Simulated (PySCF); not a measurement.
C$_{5}$H$_{7}$ClOSi (SMILES C#CCC(=O)[SiH2]CCl)

```xyz
15

C    -3.0232    0.7930    0.0950
C    -2.3173   -0.1148   -0.2368
C    -1.4723   -1.2010   -0.6753
C    -0.0453   -0.7444   -0.9196
O     0.5922   -1.1514   -1.8615
Si    0.7147    0.4918    0.3529
C     2.5953    0.4158    0.0492
Cl    3.4188    1.5384    1.1690
H    -3.6534    1.5769    0.3917
H    -1.8805   -1.6655   -1.5775
H    -1.4227   -1.9596    0.1132
H     0.2109    1.8367    0.0884
H     0.3907    0.0398    1.7063
H     3.0197   -0.5699    0.2307
H     2.8680    0.7221   -0.9590
```

Geometry: GFN2-xTB.

All numbers below come from PySCF, B3LYP/def2-SVPD, SCF density, gas phase.

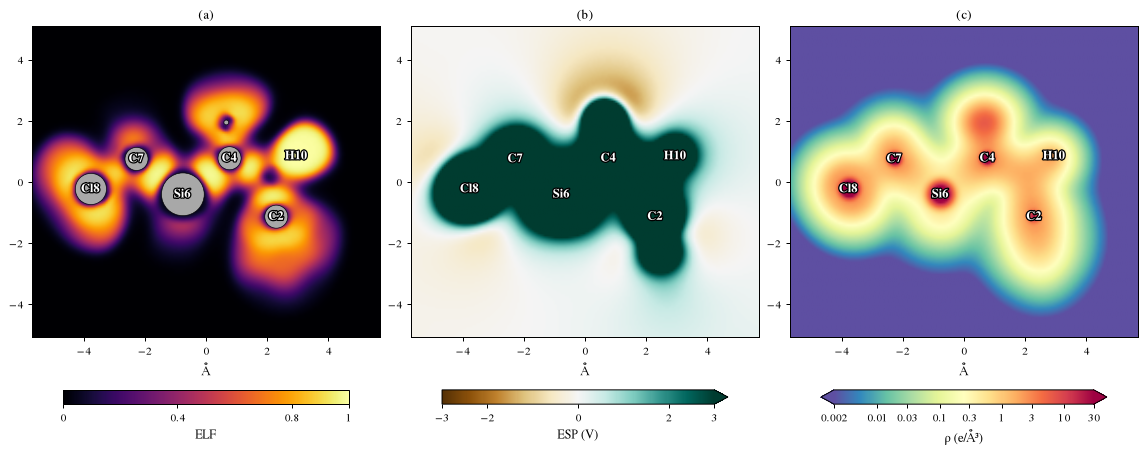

Figure 1. (a) ELF; (b) molecular electrostatic potential; (c) total electron density on the plane of atoms C4, Si6 and C7. Grey discs cover the atomic cores in the ELF map.

### Read the bonding off the picture.

The section cuts through C, Si, Cl and H sites.
C–Cl (1.79 Å): ρ is about 1.3 e/Å³ halfway; the ELF peaks at about 0.90 between the atoms; localised, covalent bonding.
C–Si (1.91 Å): ρ is about 0.94 e/Å³ halfway; the ELF peaks at about 1 between the atoms: a covalent bond.
The ELF also peaks beside Cl8 and O5, away from the bonds: lone-pair regions.
Outside the dense part of the molecule the potential is most negative (−1.5 V) near O5, which lies off the plane.

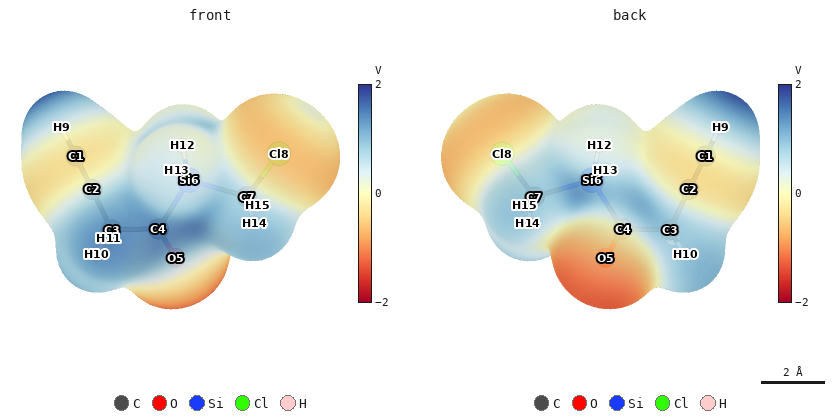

Figure 2. The molecular electrostatic potential painted on the density surface at 0.002 e/bohr³, seen from the front and from behind; red is negative and blue positive.

### Where is the surface potential most negative and most positive?

The most negative region (about −1.3 V) lies over O5, the most positive (about +1.7 V) over H9. Cl8 shows a σ-hole: about +0.2 V at the tip opposite its bond, against about −0.5 V on its flanks. O5 is the likeliest acceptor of a hydrogen bond.
